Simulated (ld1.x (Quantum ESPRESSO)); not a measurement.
| Item | Value |
| --- | --- |
| Element | Pt |
| Generator | ld1.x (Quantum ESPRESSO) 7.5 |
| Type | norm-conserving Troullier–Martins (semilocal form) |
| Functional | PBE |
| Relativity | scalar-relativistic |
| Frozen core | [Kr] 4d10 4f14 5s2 |
| Valence charge | 16 |
| Reference configuration | 5p6 5d8 6s0 6p0 (charge +2) |
| Partial waves | 6s (bound, empty): rc 2.35 bohr; 5d (bound): rc 1.20 bohr; 5f channel at 0.25 Ry: rc 2.40 bohr; 5p (bound): rc 1.20 bohr |
| Local potential | the p channel |
| Core correction | a·sin(br)/r model core inside 0.55 bohr |

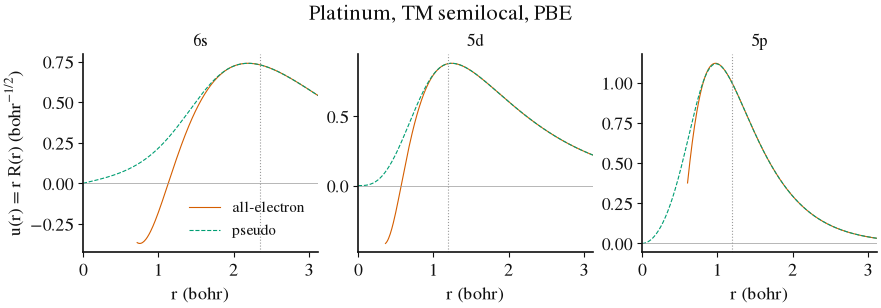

Partial waves u(r) = r R(r), all-electron (solid) and pseudo (dashed). Dotted lines mark the matching radii. The all-electron curves start outside the innermost oscillations, which aren't drawn.

Pseudo-waves: 6s has no node; 5d has no node; 5p has no node.

- Cutoffs needed: 120 Ry and 200 Ry (the cutoffs, on a coarse ladder, from which the occupation-weighted sum of valence levels, in a spherical-Bessel basis at the reference potential, stays within 10 and 1 mRy of its value at 400 Ry)
- Ghost test: no ghost state below the valence levels in the s, d, f, p channels (spherical-Bessel basis up to 400 Ry, 20 bohr box)
- Largest excitation error: -180 meV (all-electron minus pseudo) for 5p5 5d9 6s1 6p0, out of 7 test configurations
